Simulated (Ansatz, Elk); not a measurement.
## CaCo3: X-ray structure factors from the self-consistent density

Structure refinements treat a crystal as free atoms side by side. For a made-up structure of CaCo3 (cell and positions from a PBEsol relaxation) the runs below show what the calculated density changes in F(hkl).

Main program and level: Elk 11.2.3 (patched build); DFT, PBE, all-electron APW+lo, Dirac cores, scalar-relativistic bands, static density, ferromagnetic start.

The structure was built from a prototype and need not be the compound's stable phase.

## (1) Set-up

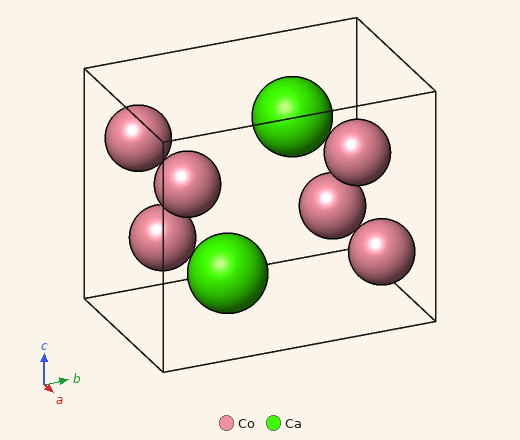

The cell as given, slightly off an axis (cobalt pink, calcium green).

## (2) Ground state and structure factors

An all-electron density is needed, since X-rays see the cores too. Task 0 finds the density and task 195 Fourier-transforms it; tshift is off so that phases refer to the origin typed.

elk.in reads:

```
tasks
  0
  195
  196

xctype
  20

spinpol
  .true.

rgkmax
  7.0

gmaxvr
  14.0

lmaxo
  7

lmaxapw
  8

swidth
  0.002

tshift
  .false.

ramdisk
  .false.

hmaxvr
  5.5

maxscl
  120

epspot
  1e-06

reducebf
  0.8

sppath
  './'

avec
  11.67500061201 -0.00000000000 0.00000000000
  -5.83750030600 10.11084711920 0.00000000000
  0.00000000000 0.00000000000 7.44044358278

atoms
  2
  'Co.in'
  6
  0.2511684180 0.1255842090 0.7500000000   0.000000 0.000000 -0.080000
  0.8744157910 0.1255842090 0.7500000000   0.000000 0.000000 -0.080000
  0.8744157910 0.7488315820 0.7500000000   0.000000 0.000000 -0.080000
  0.7488315820 0.8744157910 0.2500000000   0.000000 0.000000 -0.080000
  0.1255842090 0.8744157910 0.2500000000   0.000000 0.000000 -0.080000
  0.1255842090 0.2511684180 0.2500000000   0.000000 0.000000 -0.080000
  'Ca.in'
  2
  0.6666666667 0.3333333333 0.2500000000   0.000000 0.000000 0.000000
  0.3333333333 0.6666666667 0.7500000000   0.000000 0.000000 0.000000

ngridk
  4 4 5
```

On the command line:

```
OMP_NUM_THREADS=4 elk
```

Numbers of over 12 decimals in the logs are rounded to 6 here.

The program printed:

```text
┌─────────────────────────┐
│ Elk code version 11.2.3 │
└─────────────────────────┘

All units are atomic (Hartree, Bohr, etc.)

┌─────────────────────────────────────────────────┐
│ Ground-state run starting from atomic densities │
└─────────────────────────────────────────────────┘

Lattice vectors :
   11.67500061      -0.000000000       0.000000000
  -5.837500306       10.11084712       0.000000000
   0.000000000       0.000000000       7.440443583

Reciprocal lattice vectors :
  0.5381743022      0.3107150782      -0.000000000
   0.000000000      0.6214301565      -0.000000000
  -0.000000000      -0.000000000      0.8444638061

Unit cell volume      :    878.3008109
Brillouin zone volume :   0.2824205675

Muffin-tin inner radius fraction :   0.1000000000E-01

Nuclei treated as point charges

Species : 1 (Co)
 parameters loaded from : Co.in
 name : cobalt
 nuclear charge    :   -27.00000000
 electronic charge :    27.00000000
 atomic mass :    107428.6517
 muffin-tin radius :    2.174293575
 number of radial points in muffin-tin :    993
 inner part over the whole radius :   0.9974980066E-02
 number on inner part of muffin-tin    :    699
 approximate nuclear radius :   0.7243775530E-04
 number of mesh points to nuclear radius :    335
 atomic positions (lattice), magnetic fields (Cartesian) :
  1 :   0.25116842  0.12558421 -0.25000000    0.00000000  0.00000000 -0.08000000
  2 :  -0.12558421  0.12558421 -0.25000000    0.00000000  0.00000000 -0.08000000
  3 :  -0.12558421 -0.25116842 -0.25000000    0.00000000  0.00000000 -0.08000000
  4 :  -0.25116842 -0.12558421  0.25000000    0.00000000  0.00000000 -0.08000000
  5 :   0.12558421 -0.12558421  0.25000000    0.00000000  0.00000000 -0.08000000
  6 :   0.12558421  0.25116842  0.25000000    0.00000000  0.00000000 -0.08000000

Species : 2 (Ca)
 parameters loaded from : Ca.in
 name : calcium
 nuclear charge    :   -20.00000000
 electronic charge :    20.00000000
 atomic mass :    73057.72475
 muffin-tin radius :    2.400000000
 number of radial points in muffin-tin :    993
 inner part over the whole radius :   0.9970789793E-02
 number on inner part of muffin-tin    :    698
 approximate nuclear radius :   0.6614485811E-04
 number of mesh points to nuclear radius :    321
 atomic positions (lattice), magnetic fields (Cartesian) :
  1 :  -0.33333333  0.33333333  0.25000000    0.00000000  0.00000000  0.00000000
  2 :   0.33333333 -0.33333333 -0.25000000    0.00000000  0.00000000  0.00000000

Total number of atoms per unit cell :    8
Total muffin-tin volume :    374.1533088
 ratio of muffin-tin to unit cell volume :   0.4259967703

Spin treatment :
 spin-polarised
 global magnetic field (Cartesian) :    0.000000000       0.000000000       0.000000000
 collinear magnetisation in z-direction

Number of Bravais lattice symmetries :   24
Number of crystal symmetries         :   24
Crystal has inversion symmetry
Real symmetric eigensolver will be used

k-point grid :      4     4     5
k-point offset :    0.000000000       0.000000000       0.000000000
k-point set is reduced with full crystal symmetry group
Total number of k-points :       12

Muffin-tin radius times maximum |G+k| :    7.000000000
 using average radius
Maximum |G+k| for APW functions       :    3.138000032
Maximum (1/2)|G+k|²                   :    4.923522099
Maximum |G| for potential and density :    14.00000000
Constant for pseudocharge density :    8
 order of it for each species :   15  15
 order of it for pair densities of each species (exact exchange by exxq0 0: 16) :    9  11
Radial integration step length :    1

G-vector grid sizes :     54    54    35
Number of G-vectors :    40623

Maximum angular momentum used for
 APW functions            :    8
 outer part of muffin-tin :    7
 inner part of muffin-tin :    2

Total nuclear charge    :   -202.0000000
Total core charge       :    92.00000000
Total valence charge    :    110.0000000
Total excess charge     :    0.000000000
Total electronic charge :    202.0000000

[...]
species : 2 (Ca)
[...]
total in muffin-tins        :    10.81959702
 total moment                :    10.49147420

RMS change in Kohn-Sham potential (target) :    4.321482713     (  0.1000000000E-05)
Absolute change in total energy (target)   :    11.33165091     (  0.1000000000E-03)

[... loops 3 to 20 left out ...]

┌──────────────────┐
│ Loop number : 21 │
└──────────────────┘

Energies :
 Fermi                       :     0.233455
 sum of occupied eigenvalues :     -5622.3320395222
 electron kinetic            :      9856.3913713348
 core electron kinetic       :      8956.6098468301
 Coulomb                     :     -19147.279484253
 Coulomb potential           :     -14919.814754325
 nuclear-nuclear             :     -1351.1765523687
 electron-nuclear            :     -20720.099419052
 Hartree                     :      2923.9964871676
 Madelung                    :     -11687.372107090
 xc potential                :     -558.55536881637
 xc effective B-field        :    -0.353260
 external B-field            :      0.000000
 exchange                    :     -421.36216214507
 correlation                 :     -9.246137
 electron entropic           :    -0.39609307978916E-02
 total energy                :     -9721.5003727975
 (external B-field energy excluded from total)

Density of states at Fermi energy :    306.1010212
 (states/Hartree/unit cell)

Estimated indirect band gap :   0.1222313502E-02
 from k-point 9 to k-point 8
Estimated direct band gap   :   0.1456106341E-02
 at k-point 8

Charges :
 core                        :    92.00000000
 valence                     :    110.0000000
 interstitial                :    11.27240919
 muffin-tins (core leakage)
  species : 1 (Co)
[...]
species : 2 (Ca)
[...]
total in muffin-tins        :    190.7275908
 total calculated charge     :    201.9909503
 total charge                :    202.0000000
 error                       :   0.9049694924E-02

Moments :
 interstitial                :  -0.3984213419
 muffin-tins
  species : 1 (Co)
[...]
species : 2 (Ca)
[...]
total in muffin-tins        :    9.786038460
 total moment                :    9.387617118

RMS change in Kohn-Sham potential (target) :   0.8965428067E-06 (  0.1000000000E-05)
Absolute change in total energy (target)   :   0.5091633466E-04 (  0.1000000000E-03)

Convergence targets achieved

┌──────────────────┐
│ Loop number : 22 │
└──────────────────┘

Energies :
 Fermi                       :     0.233454
 sum of occupied eigenvalues :     -5622.3320467856
 electron kinetic            :      9856.3914411974
 core electron kinetic       :      8956.6098223771
 Coulomb                     :     -19147.279591319
 Coulomb potential           :     -14919.814527933
 nuclear-nuclear             :     -1351.1765523687
 electron-nuclear            :     -20720.099868462
 Hartree                     :      2923.9968295117
 Madelung                    :     -11687.372327352
 xc potential                :     -558.55568103786
 xc effective B-field        :    -0.353249
 external B-field            :      0.000000
 exchange                    :     -421.36217177143
 correlation                 :     -9.246137
 electron entropic           :    -0.39610186523755E-02
 total energy                :     -9721.5004203012
 (external B-field energy excluded from total)

Density of states at Fermi energy :    306.1087356
 (states/Hartree/unit cell)

Estimated indirect band gap :   0.1222124741E-02
 from k-point 9 to k-point 8
Estimated direct band gap   :   0.1456043327E-02
 at k-point 8

Charges :
 core                        :    92.00000000
 valence                     :    110.0000000
 interstitial                :    11.27239554
 muffin-tins (core leakage)
  species : 1 (Co)
[...]
atom 6                    :    25.71312491     (  0.1505598471E-02)
  species : 2 (Ca)
   atom 1                    :    18.22442749     ( -0.1986919802E-06)
   atom 2                    :    18.22442749     ( -0.1986919802E-06)
 total in muffin-tins        :    190.7276045
 total calculated charge     :    201.9909503
 total charge                :    202.0000000
 error                       :   0.9049695111E-02

Moments :
 interstitial                :  -0.3983565483
 muffin-tins
  species : 1 (Co)
[...]
atom 6                    :    1.649588912
  species : 2 (Ca)
   atom 1                    :  -0.5581074605E-01
   atom 2                    :  -0.5581074605E-01
 total in muffin-tins        :    9.785911981
 total moment                :    9.387555433

┌──────────────────────────────┐
│ Self-consistent loop stopped │
└──────────────────────────────┘

Warning : core states of species 1 leak from the muffin-tin :   0.1505598471E-02

Wrote STATE.OUT
```

Wall time 6.3 min (4 threads of Intel Xeon Platinum 8488C (Sapphire Rapids), shared host); peak memory 0.71 GiB.

SFACRHO.OUT:

```text

h k l indices transformed by vhmat matrix:
   1.000000000       0.000000000       0.000000000    
   0.000000000       1.000000000       0.000000000    
   0.000000000       0.000000000       1.000000000    

      h      k      l  multipl.   |H|            Re(F)            Im(F)           |F|

      0      0      0      1   0.0000000       202.00000      0.21894049E-15   202.00000    
      0      1      0      6  0.62143016       52.919544     -0.62467970E-13   52.919544    
      0      0      1      2  0.84446381      0.92368447E-14  0.12188872E-13  0.15293394E-13
      0      1     -1      6   1.0484725       7.9523392      0.57897143E-13   7.9523392    
      1     -1      1      6   1.0484725      -7.9523392     -0.57897143E-13   7.9523392    
     -1      2      0      6   1.0763486       11.540537     -0.74704698E-13   11.540537    
      0     -2      0      6   1.2428603      -58.503689     -0.60944361E-14   58.503689    
     -2      1     -1     12   1.3680809     -0.17727092E-07 -0.45708271E-13  0.17727092E-07
      2      0      1      6   1.5026047      -104.50305      0.16454978E-12   104.50305    
      2      0     -1      6   1.5026047       104.50305     -0.16531158E-12   104.50305    
     -1     -2      0     12   1.6441497      -51.415065     -0.48755489E-13   51.415065    
      0      0     -2      2   1.6889276      -140.46569     -0.15397008E-15   140.46569    
      0     -1      2      6   1.7996255      -39.589330     -0.50279098E-13   39.589330    
      0      1      2      6   1.7996255      -39.589330      0.51802707E-13   39.589330    
     -1     -2     -1     12   1.8483363       30.519240      0.79989474E-13   30.519240    
     -3      1     -1     12   1.8483363      -30.519240     -0.25901354E-13   30.519240    
      0     -3      0      6   1.8642905      -27.005771     -0.11557426E-12   27.005771    
      2     -1     -2     12   2.0027488      -8.4242779      0.44407449E-13   8.4242779
```

Elk indexes on the primitive cell of elk.in and gives |H| = 4π sin θ/λ in inverse bohr. Below, one row stands for each form hkl of the conventional cell (m members, Friedel mates merged), F is for one primitive cell and the density is static (no thermal factor). Free-atom factors are Waasmaier and Kirfel's, and R is Σm||F|−|F'||/Σm|F|.

```tsv
hkl	m	sin θ/λ (Å⁻¹)	abs F, DFT	neutral atoms	diff.
100	6	0.093	52.919	52.471	+0.449
001	2	0.127	0.000	0.000	+0.000
101	12	0.158	7.952	7.875	+0.077
110	6	0.162	11.540	11.451	+0.090
200	6	0.187	58.504	58.410	+0.093
111	12	0.206	0.000	0.000	+0.000
201	12	0.226	104.503	104.916	-0.413
210	12	0.247	51.415	51.551	-0.136
002	2	0.254	140.466	141.137	-0.671
102	12	0.271	39.589	39.928	-0.339
211	24	0.278	30.519	30.955	-0.436
300	6	0.280	27.006	27.300	-0.294
112	12	0.301	8.424	8.171	+0.253
301	12	0.308	83.189	83.743	-0.554
```

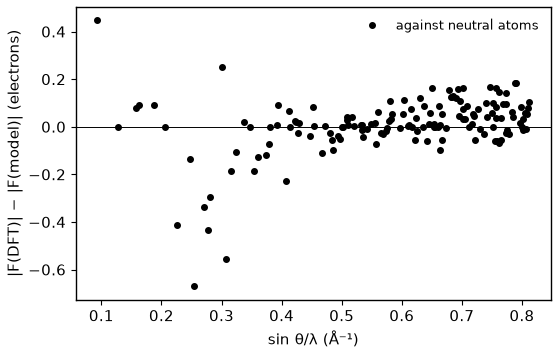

Difference between the calculated structure factors and the independent-atom ones.

## (3) The magnetisation density

The same run holds the spin density, and task 196 transforms it. The order is that of the start, and no other was tried.

SFACMAG_1.OUT:

```text

h k l indices transformed by vhmat matrix:
   1.000000000       0.000000000       0.000000000    
   0.000000000       1.000000000       0.000000000    
   0.000000000       0.000000000       1.000000000    

      h      k      l  multipl.   |H|            Re(F)            Im(F)           |F|

      0      0      0      1   0.0000000       9.3875558      0.14352107E-16   9.3875558    
      0      1      0      6  0.62143016       4.2585647      0.49874390E-14   4.2585647    
      0      0      1      2  0.84446381      0.52860521E-15 -0.37792646E-15  0.64980911E-15
      0      1     -1      6   1.0484725      -1.2650685     -0.48460885E-14   1.2650685    
      1     -1      1      6   1.0484725       1.2650685      0.12386763E-13   1.2650685    
     -1      2      0      6   1.0763486      -1.3609627      0.64642863E-14   1.3609627    
      0     -2      0      6   1.2428603      -2.7205517      0.47642540E-14   2.7205517    
     -2      1     -1     12   1.3680809      0.50809434E-11  0.34340719E-14  0.50809446E-11
      2      0      1      6   1.5026047      -4.7955158     -0.29155390E-13   4.7955158    
      2      0     -1      6   1.5026047       4.7955158      0.28811685E-13   4.7955158    
     -1     -2      0     12   1.6441497      -2.0641347      0.19818821E-14   2.0641347    
      0      0     -2      2   1.6889276      -6.4163953     -0.43408182E-17   6.4163953    
      0     -1      2      6   1.7996255      -2.7809977      0.11397310E-14   2.7809977    
      0      1      2      6   1.7996255      -2.7809977     -0.11516342E-14   2.7809977    
     -1     -2     -1     12   1.8483363       2.7403029     -0.11241080E-13   2.7403029    
     -3      1     -1     12   1.8483363      -2.7403029     -0.29460409E-15   2.7403029
```

The total moment is 9.39 μB a cell; sphere moments: Co1 +1.65, Co2 +1.65, Co3 +1.65, Co4 +1.65, Co5 +1.65, Co6 +1.65, Ca7 -0.06, Ca8 -0.06 μB. Polarised neutrons measure spin and orbital magnetisation together; without spin-orbit coupling the run gives the spin part:

```tsv
hkl	sin θ/λ (Å⁻¹)	abs F_M (μB)
100	0.093	4.259
001	0.127	0.000
101	0.158	1.265
110	0.162	1.361
200	0.187	2.721
111	0.206	0.000
201	0.226	4.795
210	0.247	2.064
002	0.254	6.416
102	0.271	2.781
211	0.278	2.740
300	0.280	2.625
112	0.301	0.839
301	0.308	4.091
```

[end of part 1 of 2]

[Logs are printed without paths, hosts, clocks, repeated set-up lines and the standing remarks that a program may print on its own settings, such as how far it seeks lower states.]

[Hosts, paths, dates, database ids (printed as entryN), source tags and the programs' standing remarks are cut or masked in the printed files.]
